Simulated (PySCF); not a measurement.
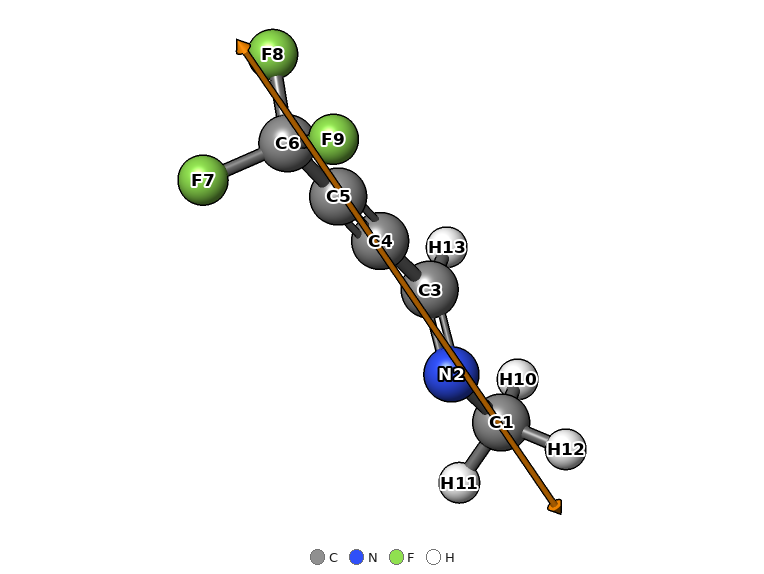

The double arrow shows the direction of the transition dipole to excited singlet state 3 (its length means nothing). Computed geometry: GFN2-xTB optimisation. No frequency run is at hand to confirm it as a minimum. Level of theory: TDDFT PBE0/def2-SVPD, vertical, gas phase, core orbitals frozen in the response (PySCF 2.14.0).

How is the transition polarised?

Close to the long direction C1···F8.

Where does the transition lie, and how strong is it?

5.67 eV (219 nm), oscillator strength 0.33, mainly HOMO−1 → LUMO (weight 0.81); transition dipole 3.90 D.
